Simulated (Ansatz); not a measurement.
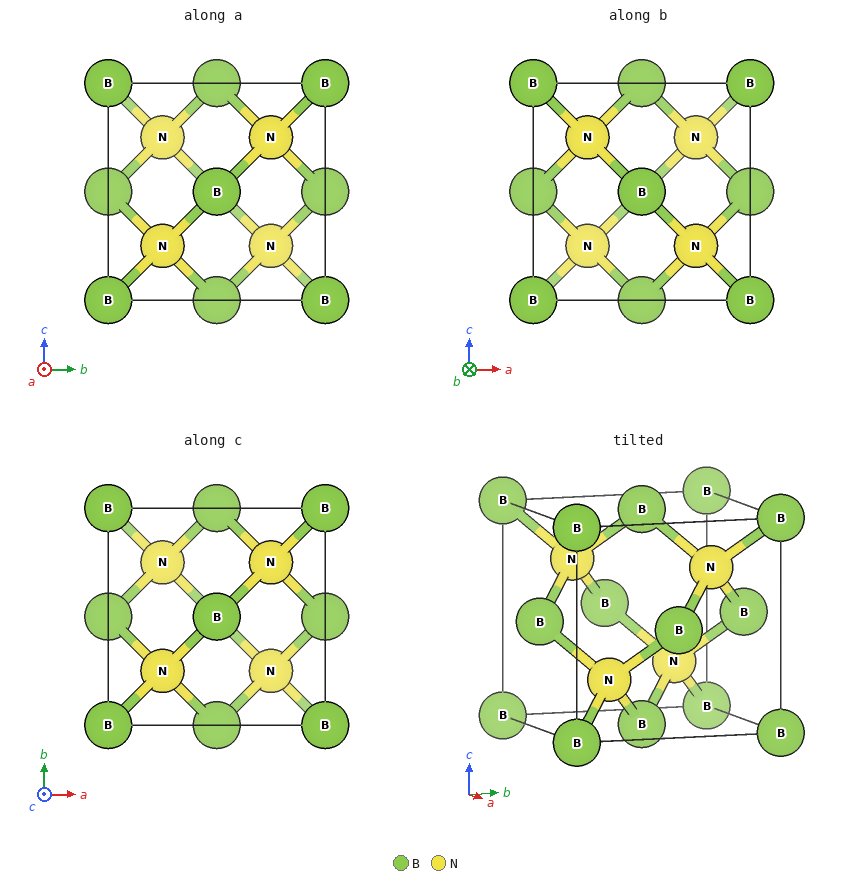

Drawn in the ball-and-stick manner and seen along the a axis, along the b axis, along the c axis and slightly off an axis. Thin lines show the conventional unit cell, with boundary atoms drawn in all their periodic places.

Lattice parameters: a = 3.3474 Å, b = 3.3474 Å, c = 3.3474 Å, α = 90.000°, β = 90.000°, γ = 90.000°.

> Give the structure in the form of a CIF with its space group and independent sites.

```cif
data_structure
_symmetry_space_group_name_H-M 'F -4 3 m'
_symmetry_Int_Tables_number 216
_cell_length_a 3.3474
_cell_length_b 3.3474
_cell_length_c 3.3474
_cell_angle_alpha 90.000
_cell_angle_beta 90.000
_cell_angle_gamma 90.000
_cell_volume 37.51
loop_
_atom_site_label
_atom_site_type_symbol
_atom_site_symmetry_multiplicity
_atom_site_Wyckoff_symbol
_atom_site_fract_x
_atom_site_fract_y
_atom_site_fract_z
_atom_site_occupancy
B1 B 4 a 0.0000 0.0000 0.0000 1
N1 N 4 d 0.2500 0.2500 0.7500 1
```

The structure comes from a structure type filled with these elements by a generator (whether the compound takes this form wasn't checked). The atoms were relaxed in a fixed cell with DFT LDA, scalar-relativistic, plane waves, PAW (Ansatz).

At this level of theory the cell isn't at rest (compressed, at 117 GPa), so its distances can differ from those at equilibrium, the more so the softer the solid.
